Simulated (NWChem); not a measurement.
Geometry relaxation of GeHF3 (part 2 of 4)

Continued. System: GeHF3. Method: HF/6-31G*, RHF (NWChem 7.3.0). The geometry comes from this level: PBE0-D4/def2-TZVP.

Geometry of the input (Å):
```
F  -1.1007  1.1312  -0.3831
Ge -0.0000  0.0000  0.2675
F  1.5300  0.3877  -0.3831
F  -0.4293  -1.5189  -0.3831
H  -0.0000  0.0000  1.7838
```

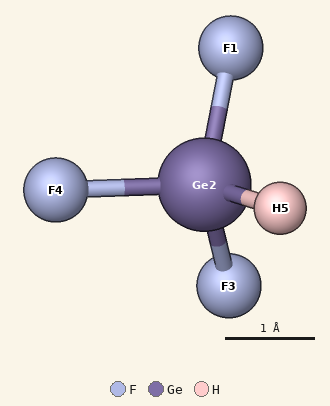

**Figure 1.** The structure as given in the input (ball-and-stick view, seen at a tilt; atoms are numbered from 1 in the order of the input). Sticks mark near contacts.

What the program printed, continued
```
      Type          Name      I     J     K     L     M      Value     Gradient
      ----------- --------  ----- ----- ----- ----- ----- ---------- ----------
    1 Stretch                  1     2                       1.69210   -0.00018
    2 Stretch                  2     3                       1.69210   -0.00018
    3 Stretch                  2     4                       1.69210   -0.00018
    4 Stretch                  2     5                       1.51483   -0.00002
    5 Bend                     1     2     3               106.37834   -0.00013
    6 Bend                     1     2     4               106.37834   -0.00013
    7 Bend                     1     2     5               112.41080    0.00012
    8 Bend                     3     2     4               106.37834   -0.00013
    9 Bend                     3     2     5               112.41080    0.00012
   10 Bend                     4     2     5               112.41080    0.00012

  no constraints, skipping    0.0000000000000000
  no constraints, skipping    0.0000000000000000
  no constraints, skipping    0.0000000000000000
  no constraints, skipping    0.0000000000000000
                                 NWChem SCF Module
                                 -----------------

                                  F3GeH optimise

  ao basis        = "ao basis"
  functions       =    76
  atoms           =     5
  closed shells   =    30
  open shells     =     0
  charge          =   0.00
  wavefunction    = RHF
  input vectors   = ./run.movecs
  output vectors  = ./run.movecs
  use symmetry    = T
  symmetry adapt  = T

 Forming initial guess at      17.5s

 Starting SCF solution at      17.5s

       Final RHF  results
       ------------------

         Total SCF energy =  -2374.079872710717
      One-electron energy =  -3978.104951601858
      Two-electron energy =   1269.884110039551
 Nuclear repulsion energy =    334.140968851590

        Time for solution =      3.6s

 Line search:
     step= 1.00 grad=-1.5D-06 hess= 6.6D-07 energy=  -2374.079873 mode=downhill
 new step= 1.17                   predicted energy=  -2374.079873
  no constraints, skipping    0.0000000000000000
  no constraints, skipping    0.0000000000000000
  no constraints, skipping    0.0000000000000000
  no constraints, skipping    0.0000000000000000

          --------
          Step   2
          --------

                         Geometry "geometry" -> "geometry"
                         ---------------------------------

 Output coordinates in angstroms (scale by  1.889725989 to convert to a.u.)

  No.       Tag          Charge          X              Y              Z
 ---- ---------------- ---------- -------------- -------------- --------------
    1 F                    9.0000    -1.09154757     1.12178619    -0.38002422
    2 Ge                  32.0000     0.00000000     0.00000000     0.26354375
    3 F                    9.0000     1.51726912     0.38441483    -0.38002422
    4 F                    9.0000    -0.42572155    -1.50620102    -0.38002422
    5 H                    1.0000     0.00000000     0.00000000     1.77840678

      Atomic Mass
      -----------

      F                 18.998400
      Ge                73.921900
      H                  1.007825

 Effective nuclear repulsion energy (a.u.)     334.1312390716

            Nuclear Dipole moment (a.u.)
            ----------------------------
        X                 Y               Z
 ---------------- ---------------- ----------------
     0.0000000000     0.0000000000    -0.0923077118

      Symmetry information
      --------------------

 Group name             C3
 Group number              5
 Group order               3
 No. of unique centers     3

      Symmetry unique atoms

     1    2    5

                                 NWChem SCF Module
                                 -----------------

                                  F3GeH optimise

  ao basis        = "ao basis"
  functions       =    76
  atoms           =     5
  closed shells   =    30
  open shells     =     0
  charge          =   0.00
  wavefunction    = RHF
  input vectors   = ./run.movecs
  output vectors  = ./run.movecs
  use symmetry    = T
  symmetry adapt  = T

 Forming initial guess at      21.1s

 Starting SCF solution at      21.1s

       Final RHF  results
       ------------------

         Total SCF energy =  -2374.079872725128
      One-electron energy =  -3978.085025510208
      Two-electron energy =   1269.873913713486
 Nuclear repulsion energy =    334.131239071594

        Time for solution =      3.4s

                              NWChem Gradients Module
                              -----------------------

                         RHF ENERGY GRADIENTS

    atom               coordinates                        gradient
                 x          y          z           x          y          z
   1 F      -2.062726   2.119869  -0.718142   -0.000024   0.000024  -0.000020
   2 Ge      0.000000   0.000000   0.498025    0.000000   0.000000   0.000082
   3 F       2.867223   0.726439  -0.718142    0.000033   0.000008  -0.000020
   4 F      -0.804497  -2.846307  -0.718142   -0.000009  -0.000033  -0.000020
   5 H       0.000000   0.000000   3.360702    0.000000  -0.000000  -0.000023

  no constraints, skipping    0.0000000000000000

  ---- ---------------- -------- -------- -------- -------- -------- --------
@    2   -2374.07987273 -8.9D-07  0.00004  0.00002  0.00112  0.00176     26.2
                                     ok       ok       ok       ok

                                Z-matrix (autoz)
                                --------

 Units are Angstrom for bonds and degrees for angles

      Type          Name      I     J     K     L     M      Value     Gradient
      ----------- --------  ----- ----- ----- ----- ----- ---------- ----------
    1 Stretch                  1     2                       1.69235    0.00004
    2 Stretch                  2     3                       1.69235    0.00004
    3 Stretch                  2     4                       1.69235    0.00004
    4 Stretch                  2     5                       1.51486   -0.00002
    5 Bend                     1     2     3               106.44416   -0.00000
    6 Bend                     1     2     4               106.44416   -0.00000
    7 Bend                     1     2     5               112.35102    0.00000
    8 Bend                     3     2     4               106.44416   -0.00000
    9 Bend                     3     2     5               112.35102    0.00000
   10 Bend                     4     2     5               112.35102    0.00000

      ----------------------
      Optimization converged
      ----------------------

  ---- ---------------- -------- -------- -------- -------- -------- --------
@    2   -2374.07987273 -8.9D-07  0.00004  0.00002  0.00112  0.00176     26.2
                                     ok       ok       ok       ok

                                Z-matrix (autoz)
                                --------

 Units are Angstrom for bonds and degrees for angles

      Type          Name      I     J     K     L     M      Value     Gradient
      ----------- --------  ----- ----- ----- ----- ----- ---------- ----------
    1 Stretch                  1     2                       1.69235    0.00004
    2 Stretch                  2     3                       1.69235    0.00004
    3 Stretch                  2     4                       1.69235    0.00004
    4 Stretch                  2     5                       1.51486   -0.00002
    5 Bend                     1     2     3               106.44416   -0.00000
    6 Bend                     1     2     4               106.44416   -0.00000
    7 Bend                     1     2     5               112.35102    0.00000
    8 Bend                     3     2     4               106.44416   -0.00000
    9 Bend                     3     2     5               112.35102    0.00000
   10 Bend                     4     2     5               112.35102    0.00000

                         Geometry "geometry" -> "geometry"
                         ---------------------------------

 Output coordinates in angstroms (scale by  1.889725989 to convert to a.u.)

  No.       Tag          Charge          X              Y              Z
 ---- ---------------- ---------- -------------- -------------- --------------
    1 F                    9.0000    -1.09154757     1.12178619    -0.38002422
    2 Ge                  32.0000     0.00000000     0.00000000     0.26354375
    3 F                    9.0000     1.51726912     0.38441483    -0.38002422
    4 F                    9.0000    -0.42572155    -1.50620102    -0.38002422
    5 H                    1.0000     0.00000000     0.00000000     1.77840678

      Atomic Mass
      -----------

      F                 18.998400
      Ge                73.921900
      H                  1.007825

 Effective nuclear repulsion energy (a.u.)     334.1312390716

            Nuclear Dipole moment (a.u.)
            ----------------------------
        X                 Y               Z
 ---------------- ---------------- ----------------
     0.0000000000     0.0000000000    -0.0923077118

      Symmetry information
      --------------------

 Group name             C3
 Group number              5
 Group order               3
 No. of unique centers     3

      Symmetry unique atoms

     1    2    5

                Final and change from initial internal coordinates
                --------------------------------------------------

                                Z-matrix (autoz)
                                --------

 Units are Angstrom for bonds and degrees for angles

      Type          Name      I     J     K     L     M      Value       Change
      ----------- --------  ----- ----- ----- ----- ----- ---------- ----------
    1 Stretch                  1     2                       1.69235   -0.01489
    2 Stretch                  2     3                       1.69235   -0.01489
    3 Stretch                  2     4                       1.69235   -0.01489
    4 Stretch                  2     5                       1.51486   -0.00138
    5 Bend                     1     2     3               106.44416    0.05807
    6 Bend                     1     2     4               106.44416    0.05807
    7 Bend                     1     2     5               112.35102   -0.05274
    8 Bend                     3     2     4               106.44416    0.05807
    9 Bend                     3     2     5               112.35102   -0.05274
   10 Bend                     4     2     5               112.35102   -0.05274

 ==============================================================================
                                internuclear distances
 ------------------------------------------------------------------------------
       center one      |      center two      | atomic units |  angstroms
 ------------------------------------------------------------------------------
    2 Ge               |   1 F                |     3.19808  |     1.69235
    3 F                |   2 Ge               |     3.19808  |     1.69235
    4 F                |   2 Ge               |     3.19808  |     1.69235
    5 H                |   2 Ge               |     2.86268  |     1.51486
 ------------------------------------------------------------------------------
                         number of included internuclear distances:          4
 ==============================================================================

 ==============================================================================
                                 internuclear angles
 ------------------------------------------------------------------------------
        center 1       |       center 2       |       center 3       |  degrees
 ------------------------------------------------------------------------------
    1 F                |   2 Ge               |   3 F                |   106.44
    1 F                |   2 Ge               |   4 F                |   106.44
    1 F                |   2 Ge               |   5 H                |   112.35
    3 F                |   2 Ge               |   4 F                |   106.44
    3 F                |   2 Ge               |   5 H                |   112.35
    4 F                |   2 Ge               |   5 H                |   112.35
 ------------------------------------------------------------------------------
                            number of included internuclear angles:          6
 ==============================================================================

 Task  times  cpu:       26.2s     wall:       26.2s

                                NWChem Input Module
                                -------------------

                   NWChem Nuclear Hessian and Frequency Analysis
                   ---------------------------------------------

                              NWChem Analytic Hessian
                              -----------------------

  ncent_ecp
                                 NWChem SCF Module
                                 -----------------

                                  F3GeH optimise

  ao basis        = "ao basis"
  functions       =    76
  atoms           =     5
  closed shells   =    30
  open shells     =     0
  charge          =   0.00
  wavefunction    = RHF
  input vectors   = ./run.movecs
  output vectors  = ./run.movecs
  use symmetry    = F
  symmetry adapt  = F

 Forming initial guess at      26.3s

 Starting SCF solution at      26.3s

       Final RHF  results
       ------------------

         Total SCF energy =  -2374.079872727666
      One-electron energy =  -3978.085025441201
      Two-electron energy =   1269.873913641940
 Nuclear repulsion energy =    334.131239071594

        Time for solution =      2.1s

 HESSIAN: the one electron contributions are done in       0.1s

 HESSIAN: 2-el 1st deriv. term done in                     3.0s

 HESSIAN: 2-el 2nd deriv. term done in                     8.0s

  stpr_wrt_fd_from_sq: overwrite of existing file:./run.hess
 stpr_wrt_fd_dipole: overwrite of existing file./run.fd_ddipole

 HESSIAN: the two electron contributions are done in      11.0s

                                NWChem CPHF Module
                                ------------------

  scftype          =     RHF
  nclosed          =       30
  nopen            =        0
  variables        =     1380
  # of vectors     =       15
  tolerance        = 0.10D-03
  level shift      = 0.00D+00
  max iterations   =       50
  max subspace     =      150

 SCF residual:    5.1120451892128196E-009

Iterative solution of linear equations
  No. of variables     1380
  No. of equations       15
  Maximum subspace      150
        Iterations       50
       Convergence  1.0D-04
        Start time     41.6

   iter   nsub   residual    time
   ----  ------  --------  ---------
     1     15    9.12D-02      43.1
     2     30    4.06D-02      44.6
     3     45    7.67D-03      46.1
     4     60    2.57D-03      47.6
     5     75    1.07D-04      49.0
     6     90    1.08D-05      50.5
 HESSIAN: the CPHF contributions are done
  stpr_wrt_fd_from_sq: overwrite of existing file:./run.hess
 stpr_wrt_fd_dipole: overwrite of existing file./run.fd_ddipole

 Derivative Dipole

 X vector of derivative dipole (au) [debye/angstrom]
 d_dipole_x/<atom=   1,x> =    -0.6826     [   -3.2785]
 d_dipole_x/<atom=   1,y> =     0.1600     [    0.7684]
 d_dipole_x/<atom=   1,z> =    -0.1216     [   -0.5840]
 d_dipole_x/<atom=   2,x> =     2.3028     [   11.0606]
 d_dipole_x/<atom=   2,y> =     0.0000     [    0.0000]
 d_dipole_x/<atom=   2,z> =     0.0000     [    0.0000]
 d_dipole_x/<atom=   3,x> =    -0.8277     [   -3.9754]
 d_dipole_x/<atom=   3,y> =    -0.0762     [   -0.3660]
 d_dipole_x/<atom=   3,z> =     0.1690     [    0.8117]
 d_dipole_x/<atom=   4,x> =    -0.5506     [   -2.6445]
 d_dipole_x/<atom=   4,y> =    -0.0838     [   -0.4024]
 d_dipole_x/<atom=   4,z> =    -0.0474     [   -0.2278]
 d_dipole_x/<atom=   5,x> =    -0.2420     [   -1.1622]
 d_dipole_x/<atom=   5,y> =    -0.0000     [   -0.0000]
 d_dipole_x/<atom=   5,z> =     0.0000     [    0.0000]

 Y vector of derivative dipole (au) [debye/angstrom]
 d_dipole_y/<atom=   1,x> =     0.1600     [    0.7684]
 d_dipole_y/<atom=   1,y> =    -0.6913     [   -3.3205]
 d_dipole_y/<atom=   1,z> =     0.1249     [    0.6002]
 d_dipole_y/<atom=   2,x> =     0.0000     [    0.0000]
 d_dipole_y/<atom=   2,y> =     2.3028     [   11.0606]
 d_dipole_y/<atom=   2,z> =     0.0000     [    0.0000]
 d_dipole_y/<atom=   3,x> =    -0.0762     [   -0.3660]
 d_dipole_y/<atom=   3,y> =    -0.5462     [   -2.6235]
 d_dipole_y/<atom=   3,z> =     0.0428     [    0.2057]
 d_dipole_y/<atom=   4,x> =    -0.0838     [   -0.4024]
 d_dipole_y/<atom=   4,y> =    -0.8233     [   -3.9544]
 d_dipole_y/<atom=   4,z> =    -0.1678     [   -0.8058]
 d_dipole_y/<atom=   5,x> =    -0.0000     [   -0.0000]
 d_dipole_y/<atom=   5,y> =    -0.2420     [   -1.1622]
 d_dipole_y/<atom=   5,z> =    -0.0000     [   -0.0000]
```
